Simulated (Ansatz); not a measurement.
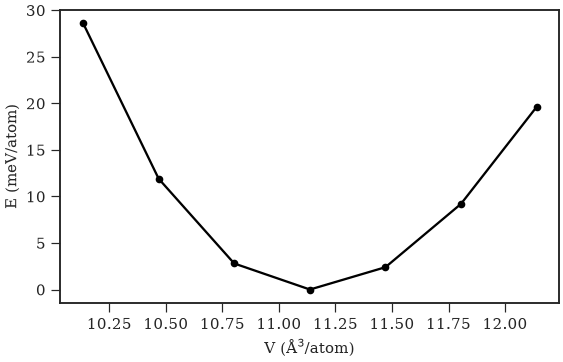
Figure. LiNbO₃ in space group R-3 (No. 148; Li on 6c, Nb on 6c, O on 18f) under volume change, plane-wave PAW r²SCAN (Ansatz code), shape and atoms relaxed at each volume.

What does a third-order Birch–Murnaghan fit give for V₀, B₀ and B′?

V₀ = 11.14 Å³/atom, B₀ = 83.1 GPa, B′ = 5.3.

The workflow started from a Materials Project entry (that database holds measured and hypothetical structures alike); the Crystallography Open Database files this formula in space group No. 148, but the cells were not matched. It is not the phase usual at ambient conditions (space group No. 161). The r²SCAN relaxation kept the symmetry of its start; whether a distortion lowers the energy is not shown. The run is not spin-polarised.

Potentials: the later of the program's two PAW sets.
